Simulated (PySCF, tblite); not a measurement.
# C6H4F2+ (doublet): geometry, infrared bands and EPR parameters

Wanted: the infrared bands and EPR parameters of C6H4F2+ (doublet) (`FC1=C[CH][CH+]C(F)=C1`), by calculation.

Programs: tblite 0.8.0 and PySCF 2.14.0, with density-fitted response routines of our own. Each step states its level of theory. These are calculated values for one molecule in the gas phase, unless marked as measured. Atoms are numbered from 0 throughout.

## Step 1: The molecule as given

12 atoms, charge 1, multiplicity 2; geometry from: force field or distance geometry start.

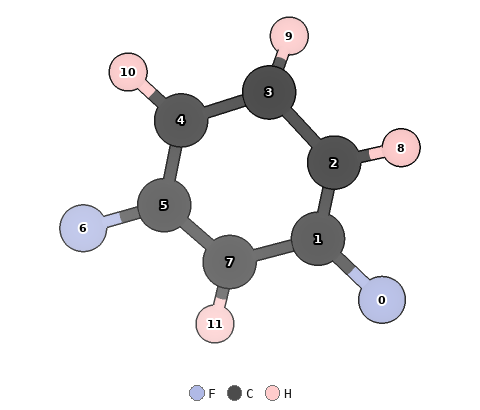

The starting geometry (fluorine light blue, carbon dark grey, hydrogen pink), atoms numbered.

## Step 2: Geometry optimisation with GFN2-xTB

The job: settings as JSON, then the geometry in Å.

```
{"job": {"kind": "relax", "xc": "GFN2-xTB", "basis": "xTB"}, "charge": 1, "multiplicity": 2}
F      0.369000     2.682500     0.070500
C      0.118600     1.346100     0.071200
C     -1.103900     0.883500     0.190700
C     -1.470200    -0.544200     0.198200
C     -0.260000    -1.404300     0.098800
C      1.088800    -0.876300    -0.027500
F      2.171100    -1.690900    -0.131800
C      1.267100     0.440100    -0.024200
H     -1.940100     1.594700     0.269000
H     -2.075600    -0.737300    -0.722600
H     -0.436200    -2.491100     0.095900
H      2.272600     0.796500    -0.114200
```

Run with:

```sh
$ OMP_NUM_THREADS=1 python probes_run.py task.json out
```

This one command runs all jobs of the session in turn.

Standard output:

```text
step      E/eV     max force
  0    -645.76648    5.847
  1    -646.55145    3.370
  2    -646.86242    2.028
  3    -647.10928    0.995
  4    -647.15452    0.785
  5    -647.22122    0.730
  6    -647.28135    0.749
  7    -647.35891    0.989
  8    -647.42197    0.842
  9    -647.49963    0.739
 10    -647.53830    0.613
 11    -647.56247    0.394
 12    -647.57642    0.284
 13    -647.58223    0.350
 14    -647.59021    0.289
 15    -647.61052    0.506
 16    -647.62196    0.532
 17    -647.63164    0.335
 18    -647.63739    0.189
 19    -647.64302    0.205
 20    -647.64641    0.194
 21    -647.64959    0.160
 22    -647.65210    0.107
 23    -647.65368    0.086
 24    -647.65466    0.109
 25    -647.65555    0.101
 26    -647.65649    0.079
 27    -647.65712    0.046
 28    -647.65732    0.024
 29    -647.65737    0.018
 30    -647.65741    0.016
 31    -647.65747    0.015
 32    -647.65752    0.016
 33    -647.65755    0.015
 34    -647.65757    0.012
 35    -647.65759    0.010
 36    -647.65761    0.011
 37    -647.65762    0.011
 38    -647.65764    0.011
 39    -647.65765    0.011
 40    -647.65766    0.008
```

It took 0.21 s on 1 thread of Arm Neoverse V1, shared host.

Relaxation path: (not every step is listed)

```csv
step,energy from step 0 (eV),largest force (eV/Å)
0,0.0000,5.8473
1,-0.7850,3.3696
2,-1.0959,2.0280
3,-1.3428,0.9955
4,-1.3880,0.7853
5,-1.4547,0.7298
6,-1.5149,0.7485
7,-1.5924,0.9885
8,-1.6555,0.8418
10,-1.7718,0.6128
12,-1.8099,0.2837
14,-1.8237,0.2894
16,-1.8555,0.5320
18,-1.8709,0.1889
20,-1.8799,0.1943
22,-1.8856,0.1070
24,-1.8882,0.1092
26,-1.8900,0.0795
28,-1.8908,0.0239
30,-1.8909,0.0158
32,-1.8910,0.0158
34,-1.8911,0.0123
35,-1.8911,0.0100
36,-1.8911,0.0110
37,-1.8911,0.0112
38,-1.8912,0.0114
39,-1.8912,0.0112
40,-1.8912,0.0081
```

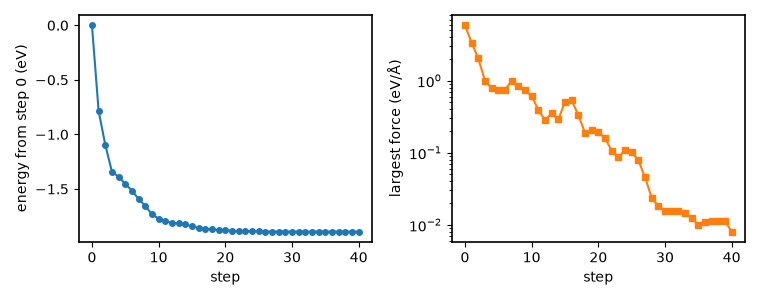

Energy and largest force along the relaxation.

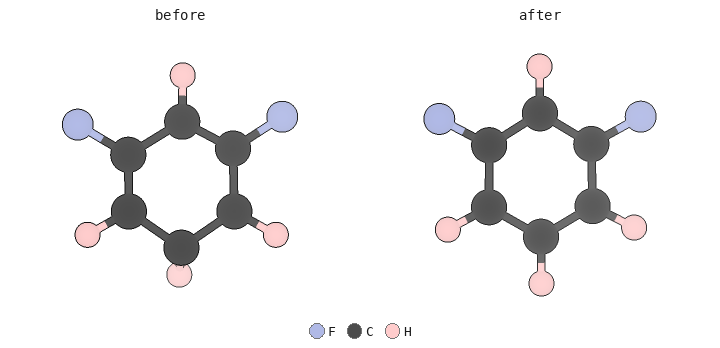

Before and after, at one scale.

Close pairs (by a distance rule), those that changed most:

```csv
bond,before (Å),after (Å),change (Å)
C1–C2,1.313,1.433,+0.121
C3–C4,1.488,1.385,-0.103
C2–C3,1.474,1.385,-0.089
C1–C7,1.466,1.386,-0.080
C5–C7,1.328,1.386,+0.058
F0–C1,1.360,1.305,-0.055
C5–F6,1.359,1.305,-0.054
C3–H9,1.119,1.081,-0.038
```

The final coordinates are the input of the step that follows.

## Step 3: Vibrational analysis with GFN2-xTB

The job: settings as JSON, then the geometry in Å.

```
{"job": {"kind": "ir", "xc": "GFN2-xTB", "basis": "xTB"}, "charge": 1, "multiplicity": 2}
F      0.398464     2.641321     0.127955
C      0.227000     1.349446     0.065029
C     -1.118026     0.856059     0.027884
C     -1.341478    -0.509391    -0.039722
C     -0.265759    -1.381736    -0.070324
C      1.067874    -0.857778    -0.032276
F      2.055991    -1.709303    -0.062923
C      1.324259     0.502934     0.034731
H     -1.931974     1.569853     0.053957
H     -2.351196    -0.893198    -0.069039
H     -0.399197    -2.455427    -0.122480
H      2.335239     0.886534     0.061183
```

Standard output:

```text
mode    cm-1     km/mol
  1     176.4      5.29
  2     179.3      0.01
  3     317.9     14.61
  4     334.6      4.80
  5     437.2     20.37
  6     450.3      0.01
  7     457.1      0.29
  8     488.4      1.05
  9     520.9     11.62
 10     721.3      7.55
 11     769.9     51.68
 12     842.1      0.02
 13     873.9     47.94
 14     922.4      3.10
 15     935.9      0.01
 16     968.2      2.69
 17    1083.1      6.90
 18    1107.2     69.53
 19    1161.6     22.53
 20    1208.7     18.11
 21    1287.7     24.19
 22    1316.0     53.88
 23    1390.5     16.49
 24    1450.6     23.05
 25    1455.6    474.44
 26    1460.7      9.99
 27    3066.8     37.22
 28    3069.5     35.74
 29    3087.7     52.13
 30    3095.7     30.65
```

Wall time 0.31 s (1 thread of Arm Neoverse V1, shared host).

The strongest bands and the atoms that carry them (share of the mass-weighted mode):

```csv
cm⁻¹,km/mol,atoms
770,51.7,"C2 16 %, C4 15 %, H9 15 %, H8 14 %"
874,47.9,"H11 76 %, C7 20 %"
1107,69.5,"H9 22 %, H11 19 %, H10 19 %, H8 18 %"
1316,53.9,"C1 21 %, C5 20 %, C4 17 %, C2 17 %"
1456,474.4,"C7 44 %, C1 23 %, C5 20 %"
3067,37.2,H10 89 %
3070,35.7,H8 88 %
3088,52.1,H11 91 %
```

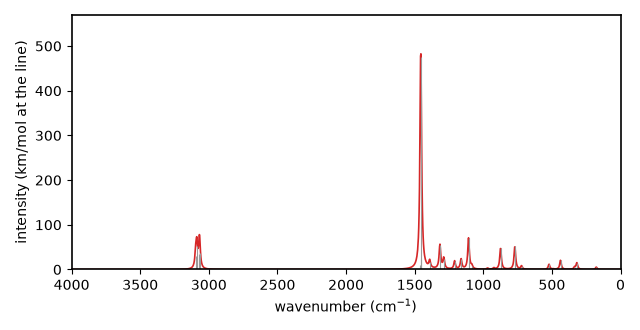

The infrared spectrum from these modes, unscaled. Lines are broadened to a width of 14 cm⁻¹ (Lorentzian).

## Step 4: EPR parameters: B3LYP/pcH-1

The job, as its differences from that of step 3:

```diff
@@ -1,2 +1,2 @@
-{"job": {"kind": "ir", "xc": "GFN2-xTB", "basis": "xTB"}, "charge": 1, "multiplicity": 2}
+{"job": {"kind": "epr", "basis": "pcH-1"}, "charge": 1, "multiplicity": 2}
 F      0.398464     2.641321     0.127955
```

Method: UKS B3LYP, pcH-1 on C F H, non-relativistic, mean-field spin-orbit, GIAO.

Standard output:

```text
UKS, coarse grid
  cycle   1  E = -430.31799521  |g| = 4.91e-01
  cycle   2  E = -430.16388310  |g| = 8.57e-01
  cycle   3  E = -430.40337737  |g| = 9.11e-02
  cycle   4  E = -430.40554132  |g| = 4.49e-02
  cycle   5  E = -430.40639432  |g| = 6.78e-03
  cycle   6  E = -430.40642634  |g| = 3.42e-03
  cycle   7  E = -430.40643632  |g| = 1.67e-03
  cycle   8  E = -430.40643874  |g| = 6.23e-04
UKS, final grid
  cycle   1  E = -430.40639819  |g| = 1.00e-03
  cycle   2  E = -430.40639701  |g| = 1.79e-03
  cycle   3  E = -430.40639872  |g| = 2.20e-04
  cycle   4  E = -430.40639874  |g| = 4.29e-05
  cycle   5  E = -430.40639875  |g| = 3.10e-05
  cycle   6  E = -430.40639875  |g| = 1.05e-05
E = -430.40639875 Eh   <S^2> = 0.7648 (exact 0.7500)
g shifts (ppm)      1          2          3
  rmc          -192       -192       -192
  gc             -2         46         40
  oz_so         -70       1991       2711
  total        -264       1846       2560
hyperfine (MHz)  atom isotope    a_iso     a_fc   dipolar eigenvalues
    0   19F      59.06      59.06   -141.10   -139.83    280.93
    1   13C       4.84       4.84    -18.96    -16.96     35.92
    2   13C      27.27      27.27    -32.62    -31.23     63.85
    3   13C     -28.28     -28.28    -18.79      8.51     10.27
    4   13C      27.28      27.28    -32.62    -31.23     63.85
    5   13C       4.87       4.87    -18.99    -16.98     35.97
    6   19F      59.14      59.14   -141.25   -139.96    281.21
    7   13C     -16.66     -16.66    -10.48      5.18      5.30
    8    1H     -27.04     -27.04    -15.12     -2.86     17.98
    9    1H       6.11       6.11     -3.48      0.22      3.26
   10    1H     -27.05     -27.05    -15.11     -2.86     17.97
   11    1H       2.86       2.86     -2.88      1.14      1.74
```

Run time: 55 s. Hardware: 1 thread of Arm Neoverse V1, shared host; peak memory 0.87 GiB.

Principal g values 2.00206, 2.00417, 2.00488; g(iso) = 2.00370, against 2.00232 for a free electron.

Hyperfine couplings; where a row names several nuclei, a(iso) is their mean (it holds for fast rotation or exchange) and the dipolar term the largest among them:

```csv
nuclei,isotope,a(iso) (MHz),"a(iso) (G, at g = 2.0023)",largest dipolar term (MHz)
"F0, F6",19F,59.1,21.1,281.2
C3,13C,-28.3,-10.1,-18.8
"C2, C4",13C,27.3,9.7,63.9
"H8, H10",1H,-27.0,-9.7,18.0
C7,13C,-16.7,-5.9,-10.5
H9,1H,6.1,2.2,-3.5
"C1, C5",13C,4.9,1.7,36.0
H11,1H,2.9,1.0,-2.9
```

Mulliken spin populations:

```csv
atom,value (e)
F0,0.06
C1,0.18
C2,0.40
C3,-0.16
C4,0.40
C5,0.18
F6,0.06
C7,-0.08
H8,-0.02
H9,0.00
H10,-0.02
H11,0.00
```

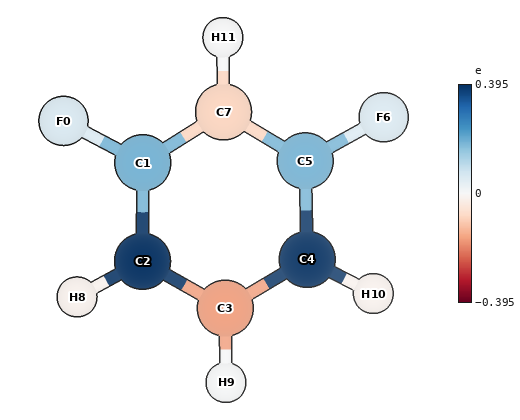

Mulliken spin populations, as colours on the atoms.

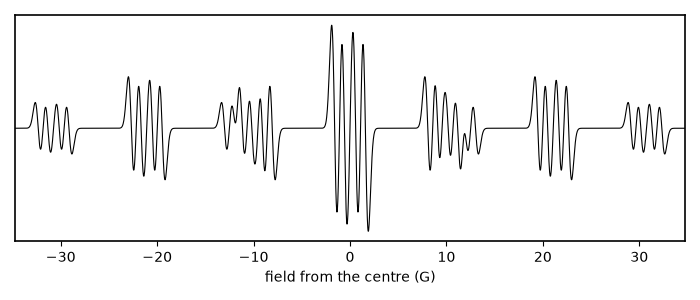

First-order isotropic spectrum (first derivative, main isotopes with spin only, couplings over 0.8 MHz, Gaussian width 0.3 G; couplings of the frozen geometry, rotation of groups not averaged beyond the rows shown).

Orbitals, density, ELF and potential are computed afterwards from the orbital file.

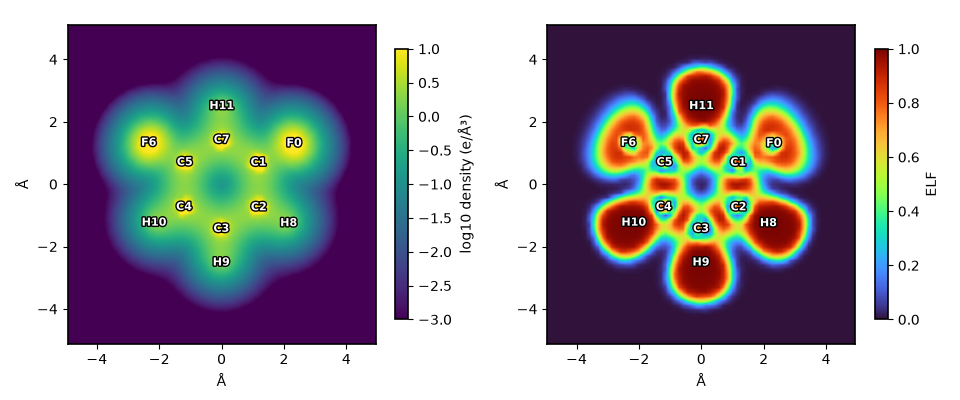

Density (left) and ELF (right) in a plane through or near 12 of the atoms.

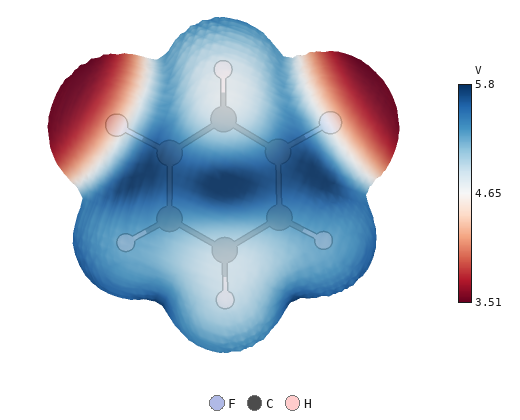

The potential that a unit positive charge feels on the 0.002 e/bohr³ surface, from 3.51 V near F0 to 5.80 V near C1.

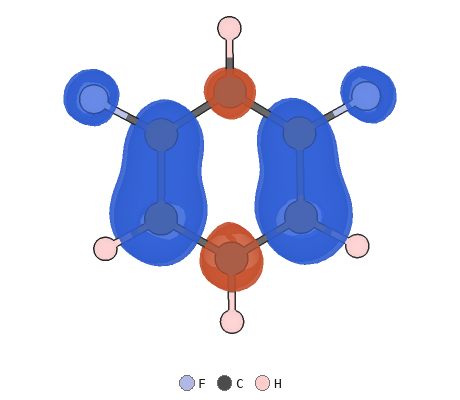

Spin density at ±0.02 e/Å³ (alpha excess blue, beta excess red).

## Step 5: Results

| quantity | value |
| --- | --- |
| strongest single infrared mode (GFN2-xTB) | 1456 cm⁻¹, 474 km/mol |
| zero-point energy (GFN2-xTB) | 49.5 kcal/mol |
| g(iso) (B3LYP) | 2.00370 |
| ⟨S²⟩ | 0.765 (exact 0.75) |
| largest a(iso) (averaged by class) | 19F on F0, F6, 59.1 MHz |

**Reading.** The optimisation took 40 steps and gained 1.891 eV; among the close pairs (by a distance rule), C1–C2 changed most, from 1.313 to 1.433 Å. All 30 modes are real, so the xTB geometry is a minimum. The strongest single mode, at 1456 cm⁻¹, has its largest shares on C7, C1 and C5 (the list is cut at 3 atoms). GFN2-xTB is a fitted tight-binding method: band positions and strengths are rough. Its intensities can rank the bands wrongly. The largest spin populations lie on C2 (0.40 e), C4 (0.40 e). The isotropic g lies 1.4 ppt above the free-electron value.
